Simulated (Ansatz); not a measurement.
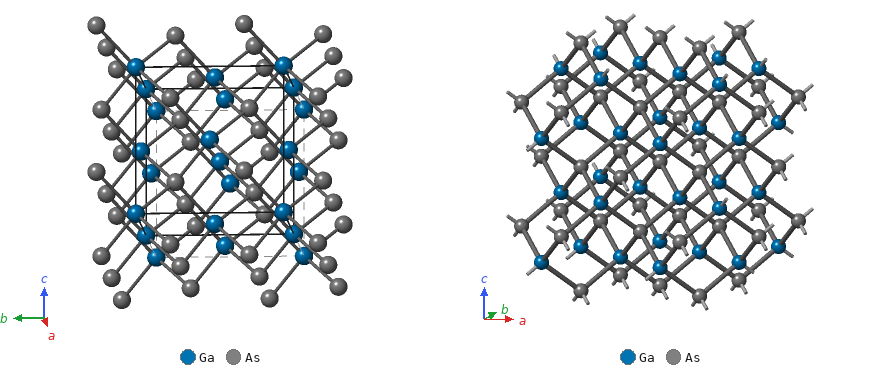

Left: the structure. Right: its underlying net. Nodes are coloured by element. Short stubs are edges that leave the cut-out.

The compound is GaAs (space group F-43m, No. 216), taken as the end point of a relaxation with Ansatz 0.2.0, DFT PBE, scalar-relativistic, plane waves, PAW.

Bonds are taken as As–Ga below 2.8 Å. The graph is simplified in the usual way: terminal and isolated atoms are pruned, two-connected atoms become edges.

The result is a uninodal 4-connected, three-periodic net: Ga and As are 4-connected nodes. It is the dia net, known from diamond, zinc blende and cristobalite. It is a single net, without interpenetration.

| node | links | point symbol | coordination sequence |
| --- | --- | --- | --- |
| Ga and As | 4 | 6^6 | 4 12 24 42 64 92 124 162 |
